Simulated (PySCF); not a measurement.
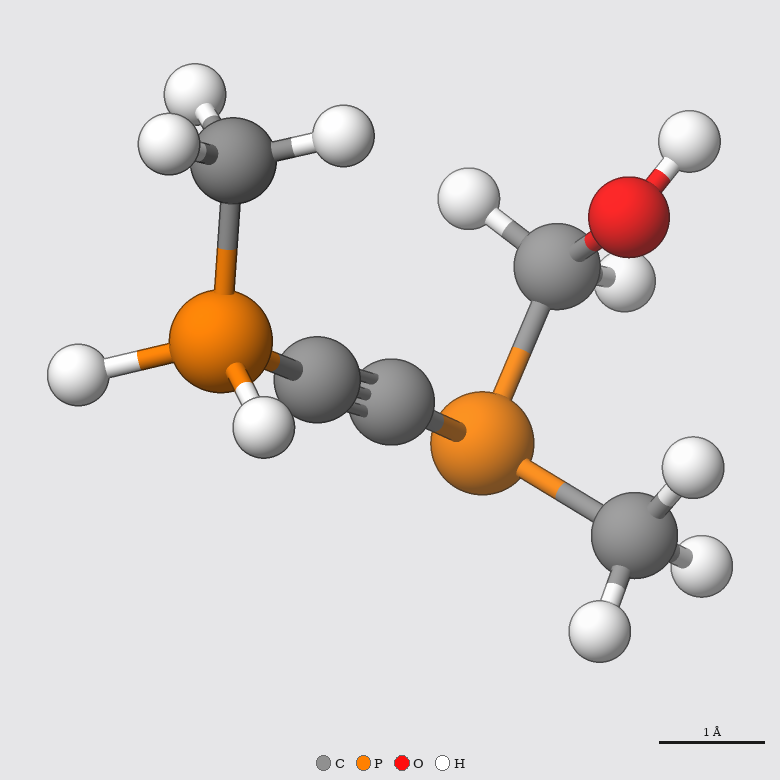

Charge +1, singlet. The computed structure is the end point of a PBE0-D3(BJ)/def2-SVP optimisation. No frequency run is at hand to confirm it as a minimum.

Description:

It has 19 atoms: 5 carbon, 11 hydrogen, 1 oxygen and 2 phosphorus (C5H11OP2(+)). SMILES: `C[PH2+]C#CP(C)CO`. It has no ring. Among its groups: alcohol, alkyne. The point group is C1. Coordination: 3 C tetrahedral; 1 P tetrahedral; 2 C linear; 1 P trigonal pyramidal; 1 O bent.

More results for the same structure follow; atom numbers are the same in all pictures, views and colours differ.

### Charges

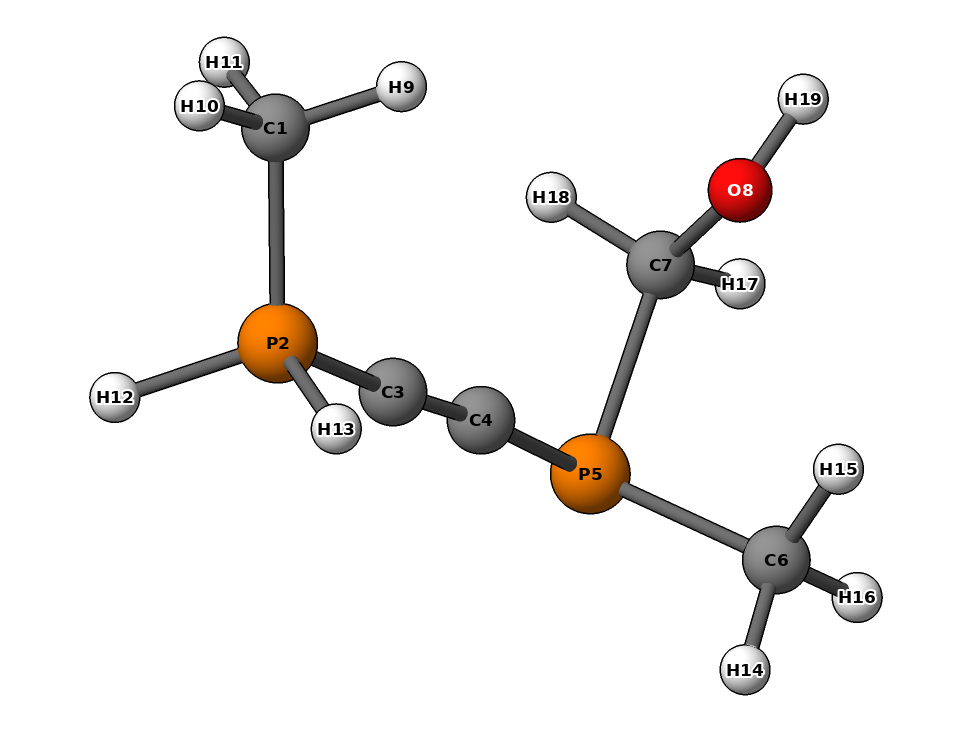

The questions are on Hirshfeld charges. No frequency run is at hand to confirm it as a minimum. Method: PBE0/pcSseg-1 in acetonitrile (IEF-PCM) (PySCF 2.14.0).

Give the Hirshfeld charges atom by atom.

```
atom  value (e)
  C1      −0.10
  P2       0.53
  C3      −0.11
  C4      −0.04
  P5       0.20
  C6      −0.15
  C7      −0.03
  O8      −0.22
  H9       0.09
 H10       0.10
 H11       0.09
 H12       0.09
 H13       0.09
 H14       0.06
 H15       0.04
 H16       0.06
 H17       0.06
 H18       0.05
 H19       0.19
```

### Polarisability

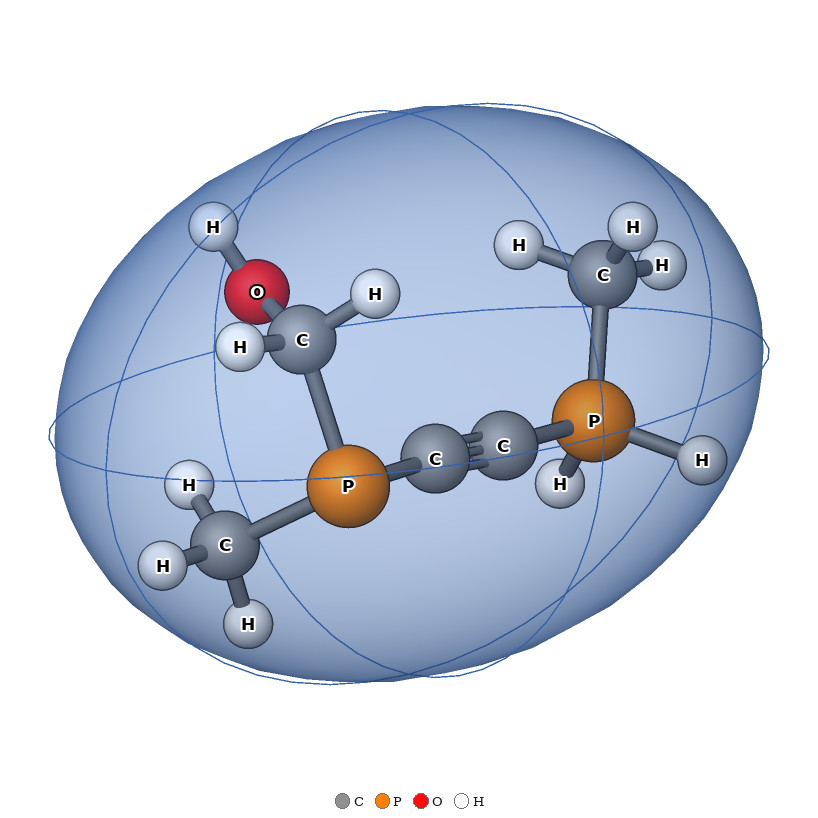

The ellipsoid shows the static dipole polarisability: its half-axes are proportional to the principal values. No frequency run is at hand to confirm it as a minimum. Method: ωB97X-D/def2-SVPD in acetonitrile (IEF-PCM) (PySCF 2.14.0).

Question: Give the principal values, the mean and the anisotropy.

Answer: Principal values 124.7, 135.7, 210.5 bohr³; mean 157.0 bohr³ (23.26 Å³); anisotropy 80.9 bohr³, so the longest axis is 1.69 times the shortest.

### Excitation

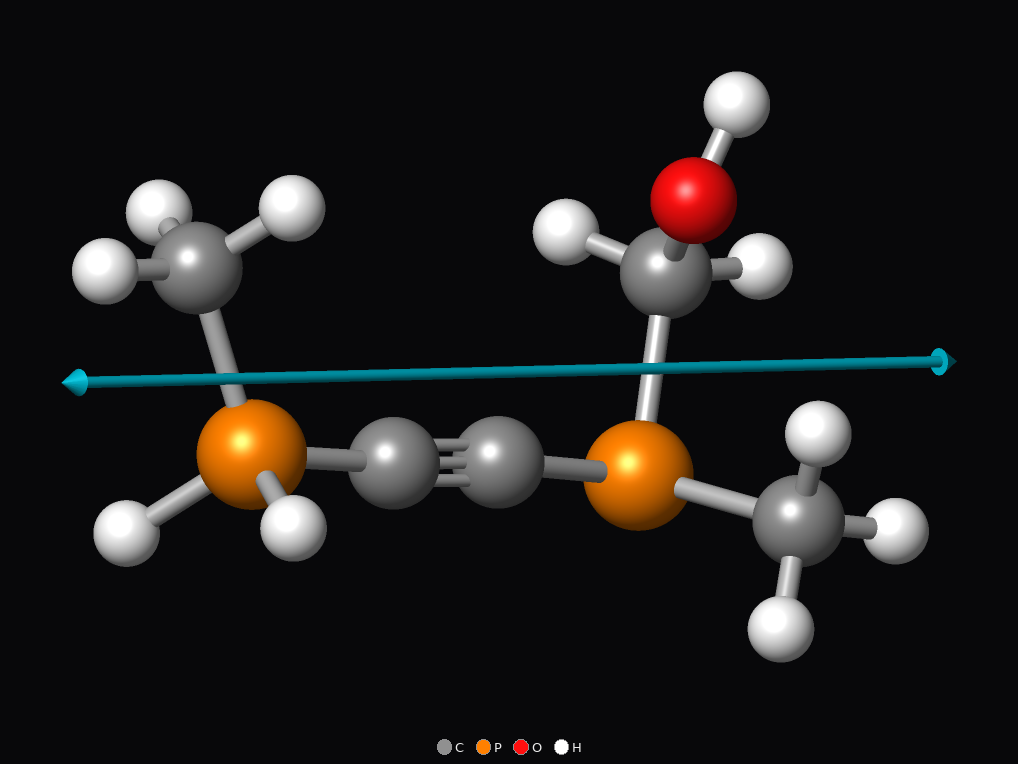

The double arrow shows the direction of the transition dipole to excited singlet state 4 (its length means nothing). No frequency run is at hand to confirm it as a minimum. Method: TDDFT ωB97X-D/def2-SVPD, vertical, IEF-PCM acetonitrile (non-equilibrium linear response), core orbitals frozen in the response (PySCF 2.14.0).

Question: Where does the transition lie, and how strong is it?

Answer: 6.34 eV (196 nm), oscillator strength 0.57, of mixed character, with the largest part HOMO−2 → LUMO (weight 0.31); transition dipole 4.86 D.
